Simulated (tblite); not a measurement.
**Ge₂H₄O₆: geometry relaxation**

- system: Ge₂H₄O₆
- method: GFN2-xTB geometry optimisation, gas phase (tblite 0.8.0)

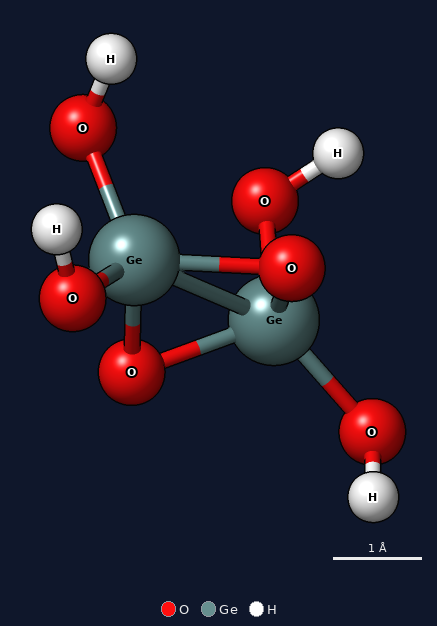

**Figure 1.** The starting structure (ball-and-stick view, seen at an oblique angle). Sticks mark near contacts. Bond lengths as drawn: Ge–Ge 2.45 Å, Ge–O 1.76 to 1.81 Å and H–O 0.99 to 1.01 Å.

### Results in brief

| quantity | value |
| --- | --- |
| outcome | converged |
| total energy | −828.8428 eV |
| hardware | 1 CPU thread, shared host |
| wall time | 2.1 s |
| peak memory | 0.17 GiB |

### Input file
```
{"job": {"kind": "relax", "xc": "GFN2-xTB", "basis": "xTB"}, "charge": 0, "multiplicity": 1}
O     -1.882941     1.023417    -0.274745
Ge    -1.033629    -0.526751    -0.136452
O     -2.080629    -1.975576     0.038000
O      0.230859    -0.621303    -1.407056
Ge     1.286904     0.243575    -0.236842
O      1.054036     1.989975    -0.316218
O      2.983204    -0.290317    -0.261742
O      0.296568    -0.444749     1.089586
H     -2.321399     1.278613     0.583020
H     -2.898155    -1.792691     0.566344
H      1.287410     2.353898     0.597504
H      3.053613    -1.288183    -0.218758
```

The first line tells a small driver script what to run in tblite; the rest is the geometry in Å.

Command:
```bash
OMP_NUM_THREADS=1 python <driver script> task.json out
```

### Output
```
step      E/eV     max force
  0    -827.78578    2.171
  1    -828.02273    1.103
  2    -828.11357    0.987
  3    -828.18149    0.879
  4    -828.21065    0.660
  5    -828.24125    0.419
  6    -828.25394    0.406
  7    -828.28866    0.626
  8    -828.31352    0.635
  9    -828.34589    0.708
 10    -828.38185    0.752
 11    -828.42322    0.761
 12    -828.45788    0.490
 13    -828.48746    0.666
 14    -828.50147    0.929
 15    -828.52709    1.038
 16    -828.56045    0.432
 17    -828.58910    0.250
 18    -828.61872    0.600
 19    -828.62789    0.263
 20    -828.64078    0.249
 21    -828.65899    0.349
 22    -828.68279    0.455
 23    -828.70508    0.469
 24    -828.71516    0.961
 25    -828.73631    0.411
 26    -828.74714    0.300
 27    -828.76878    0.380
 28    -828.77873    0.397
 29    -828.79157    0.329
 30    -828.79852    0.256
 31    -828.80522    0.211
 32    -828.80928    0.248
 33    -828.81133    0.142
 34    -828.81447    0.137
 35    -828.81884    0.167
 36    -828.82245    0.147
 37    -828.82532    0.126
 38    -828.82800    0.137
 39    -828.83044    0.184
 40    -828.83262    0.140
 41    -828.83415    0.109
 42    -828.83519    0.132
 43    -828.83624    0.087
 44    -828.83726    0.072
 45    -828.83796    0.053
 46    -828.83823    0.054
 47    -828.83850    0.053
 48    -828.83881    0.064
 49    -828.83927    0.062
 50    -828.83972    0.055
 51    -828.84007    0.045
 52    -828.84032    0.040
 53    -828.84058    0.053
 54    -828.84094    0.068
 55    -828.84135    0.050
 56    -828.84164    0.069
 57    -828.84176    0.036
 58    -828.84184    0.031
 59    -828.84189    0.024
 60    -828.84194    0.012
 61    -828.84198    0.013
 62    -828.84201    0.013
 63    -828.84203    0.011
 64    -828.84206    0.009
 65    -828.84208    0.012
 66    -828.84211    0.015
 67    -828.84214    0.018
 68    -828.84218    0.019
 69    -828.84223    0.024
 70    -828.84229    0.031
 71    -828.84237    0.034
 72    -828.84245    0.027
 73    -828.84251    0.017
 74    -828.84253    0.010
 75    -828.84254    0.009
 76    -828.84256    0.015
 77    -828.84259    0.019
 78    -828.84264    0.018
 79    -828.84268    0.016
 80    -828.84271    0.012
 81    -828.84272    0.013
 82    -828.84274    0.011
 83    -828.84276    0.011
 84    -828.84278    0.010
 85    -828.84280    0.013
 86    -828.84281    0.012
 87    -828.84282    0.008
```

### Trajectory as extended XYZ (Å, eV, eV/Å), 9 of the 30 frames kept, from step=0 to step=87
```
12
Properties=species:S:1:pos:R:3:forces:R:3 step=0 energy=-827.78578
O    -1.8829    1.0234   -0.2747   -0.5060  -0.6760   1.5520
Ge   -1.0336   -0.5268   -0.1365   -0.7830  -0.8930  -0.2440
O    -2.0806   -1.9756    0.0380   -0.3860   1.3380   0.5660
O     0.2309   -0.6213   -1.4071   -0.4420   0.4720   0.3280
Ge    1.2869    0.2436   -0.2368    1.3920   0.1140  -0.3980
O     1.0540    1.9900   -0.3162    0.9440  -0.4020   1.9130
O     2.9832   -0.2903   -0.2617   -0.9630  -1.1200   0.1390
O     0.2966   -0.4447    1.0896   -0.3550   0.5380  -0.0300
H    -2.3214    1.2786    0.5830    0.5740  -0.2140  -1.2890
H    -2.8982   -1.7927    0.5663    1.0520  -0.3140  -0.7380
H     1.2874    2.3539    0.5975   -0.3960  -0.3800  -1.7200
H     3.0536   -1.2882   -0.2188   -0.1300   1.5360  -0.0800
12
Properties=species:S:1:pos:R:3:forces:R:3 step=12 energy=-828.45788
O    -2.2644    0.7290   -0.1864   -0.0710  -0.1550   0.4020
Ge   -1.1143   -0.5571   -0.0905    0.1830   0.3210   0.1300
O    -1.9798   -2.0257   -0.0011    0.1030   0.1620   0.1080
O     0.0916   -0.3780   -1.3376    0.2110  -0.0750  -0.2800
Ge    1.3149    0.2619   -0.2045   -0.2290  -0.3020   0.2220
O     1.5596    1.9287   -0.3182   -0.0710   0.1790   0.1610
O     2.8772   -0.3672   -0.2402    0.1680  -0.1260  -0.0060
O     0.1797   -0.2210    1.1471   -0.0370   0.2170  -0.4380
H    -2.2929    1.3195    0.5711    0.0390   0.0610  -0.1750
H    -2.8079   -1.8416    0.4450   -0.1290  -0.3230  -0.0790
H     1.3355    2.4035    0.4839   -0.0080   0.1910  -0.0380
H     3.0767   -1.3021   -0.2459   -0.1570  -0.1500  -0.0070
12
Properties=species:S:1:pos:R:3:forces:R:3 step=21 energy=-828.65899
O    -2.4900    0.5783    0.0734    0.1560  -0.1040  -0.1270
Ge   -1.1432   -0.4876   -0.0972    0.0890   0.0070   0.3370
O    -1.8403   -2.0378    0.0449    0.2380  -0.0710  -0.1320
O     0.0998   -0.2913   -1.3578   -0.1710   0.0530  -0.1010
Ge    1.3441    0.2800   -0.1916   -0.0080   0.1080   0.1500
O     1.7391    1.9332   -0.2431    0.0460   0.0590  -0.0570
O     2.8619   -0.4853   -0.2089   -0.1490  -0.0350   0.0010
O     0.1306   -0.0193    1.0877    0.0030  -0.1270   0.1110
H    -2.2871    1.4229    0.4712   -0.0010   0.1930  -0.0510
H    -2.7632   -2.0325    0.3037    0.0490   0.0310  -0.0310
H     1.3580    2.5263    0.4099   -0.0400  -0.1370  -0.0850
H     2.9663   -1.4371   -0.2695   -0.2120   0.0220  -0.0160
12
Properties=species:S:1:pos:R:3:forces:R:3 step=33 energy=-828.81133
O    -2.4791    0.5697    0.2505    0.0690   0.0330  -0.0790
Ge   -1.0940   -0.4317    0.0877   -0.0040   0.0040  -0.0910
O    -1.5662   -2.0654    0.0514   -0.0280   0.0120   0.0940
O     0.0057   -0.0523   -1.2627   -0.0160   0.0330   0.0230
Ge    1.3430    0.3452   -0.1455   -0.0600   0.0520   0.0220
O     1.8436    1.9659   -0.2127    0.0250   0.0260   0.1370
O     2.7039   -0.6564   -0.2108   -0.0160  -0.0020  -0.1090
O     0.2156   -0.0020    1.2081   -0.0750  -0.0400   0.0450
H    -2.3161    1.5160    0.2071   -0.0500  -0.1250   0.0200
H    -2.5069   -2.2456    0.0850    0.0590   0.0640   0.0210
H     1.3087    2.6008    0.2747    0.0710  -0.0740  -0.0960
H     2.5175   -1.5943   -0.3102    0.0240   0.0180   0.0140
12
Properties=species:S:1:pos:R:3:forces:R:3 step=42 energy=-828.83519
O    -2.5063    0.5362    0.2005    0.0470  -0.0350   0.0180
Ge   -1.0922   -0.4279    0.0848   -0.0520   0.0390  -0.0080
O    -1.5289   -2.0726    0.1098   -0.0070   0.0640  -0.0190
O    -0.0038    0.0388   -1.2443   -0.0830  -0.0610  -0.0180
Ge    1.3383    0.3563   -0.1122    0.0140   0.0050  -0.0350
O     1.9230    1.9424   -0.1178    0.0190   0.1090   0.0720
O     2.6647   -0.6709   -0.2889    0.0730   0.0060   0.0310
O     0.2011   -0.0144    1.2262   -0.0100  -0.0250   0.0220
H    -2.3615    1.4840    0.1893   -0.0460  -0.0210  -0.0090
H    -2.4707   -2.2429    0.0806    0.0080  -0.0050   0.0060
H     1.3374    2.6327    0.2062    0.0500  -0.0600  -0.0490
H     2.4748   -1.6118   -0.3114   -0.0130  -0.0160  -0.0120
12
Properties=species:S:1:pos:R:3:forces:R:3 step=54 energy=-828.84094
O    -2.5322    0.5122    0.2130    0.0030   0.0360   0.0140
Ge   -1.0964   -0.4106    0.0920    0.0430   0.0090  -0.0280
O    -1.5115   -2.0584    0.1014    0.0170  -0.0100  -0.0190
O    -0.0108    0.0737   -1.2363   -0.0140  -0.0120   0.0210
Ge    1.3486    0.3610   -0.1039   -0.0240   0.0010   0.0010
O     1.9779    1.9325   -0.0685    0.0080  -0.0400  -0.0140
O     2.6636   -0.6827   -0.2837   -0.0020  -0.0190   0.0130
O     0.2024   -0.0131    1.2306   -0.0020  -0.0020   0.0090
H    -2.4331    1.4652    0.1798   -0.0170  -0.0250   0.0010
H    -2.4487   -2.2507    0.0782   -0.0100   0.0100   0.0040
H     1.3680    2.6383    0.1511   -0.0190   0.0650   0.0040
H     2.4479   -1.6175   -0.3311    0.0180  -0.0150  -0.0070
12
Properties=species:S:1:pos:R:3:forces:R:3 step=66 energy=-828.84211
O    -2.5378    0.5045    0.2208    0.0050  -0.0060   0.0040
Ge   -1.0950   -0.4077    0.0892   -0.0090  -0.0020  -0.0030
O    -1.5089   -2.0563    0.0765    0.0000   0.0000  -0.0050
O    -0.0102    0.0799   -1.2315    0.0070   0.0000  -0.0120
Ge    1.3485    0.3587   -0.0954    0.0010   0.0060   0.0120
O     1.9824    1.9279   -0.0655    0.0150  -0.0030  -0.0030
O     2.6639   -0.6866   -0.2701   -0.0050   0.0070   0.0020
O     0.1999   -0.0150    1.2358   -0.0010  -0.0010  -0.0030
H    -2.4554    1.4581    0.1846    0.0050   0.0060   0.0050
H    -2.4481   -2.2410    0.0878   -0.0030  -0.0060   0.0040
H     1.3810    2.6491    0.1304   -0.0110   0.0040  -0.0020
H     2.4554   -1.6216   -0.3400   -0.0040  -0.0050   0.0020
12
Properties=species:S:1:pos:R:3:forces:R:3 step=75 energy=-828.84254
O    -2.5342    0.5027    0.2186   -0.0020   0.0000   0.0010
Ge   -1.0948   -0.4128    0.0757   -0.0070   0.0050   0.0030
O    -1.5160   -2.0598    0.0478    0.0080   0.0030  -0.0010
O    -0.0040    0.0815   -1.2352    0.0010   0.0040  -0.0070
Ge    1.3488    0.3620   -0.0889   -0.0010  -0.0040  -0.0010
O     1.9854    1.9304   -0.0584    0.0000  -0.0050   0.0010
O     2.6634   -0.6845   -0.2597    0.0010   0.0000   0.0010
O     0.1954   -0.0215    1.2324   -0.0050  -0.0010  -0.0030
H    -2.4464    1.4566    0.2060    0.0020   0.0020   0.0050
H    -2.4536   -2.2433    0.1100    0.0070   0.0040   0.0000
H     1.3812    2.6568    0.1084   -0.0080  -0.0030  -0.0020
H     2.4505   -1.6183   -0.3339    0.0040  -0.0050   0.0030
12
Properties=species:S:1:pos:R:3:forces:R:3 step=87 energy=-828.84282
O    -2.5348    0.5069    0.2172    0.0000  -0.0070   0.0010
Ge   -1.0965   -0.4089    0.0648   -0.0030   0.0030   0.0000
O    -1.5126   -2.0566    0.0234    0.0000   0.0030   0.0000
O    -0.0018    0.0897   -1.2399    0.0020  -0.0020  -0.0060
Ge    1.3490    0.3593   -0.0874    0.0010  -0.0030   0.0030
O     1.9836    1.9283   -0.0506    0.0040  -0.0040  -0.0040
O     2.6638   -0.6881   -0.2519    0.0000   0.0030  -0.0030
O     0.1906   -0.0252    1.2277    0.0020  -0.0020   0.0050
H    -2.4428    1.4603    0.2311    0.0000   0.0040   0.0020
H    -2.4455   -2.2458    0.1244   -0.0020  -0.0010  -0.0030
H     1.3697    2.6528    0.0857   -0.0030   0.0070   0.0000
H     2.4531   -1.6228   -0.3218   -0.0010   0.0000   0.0040
```
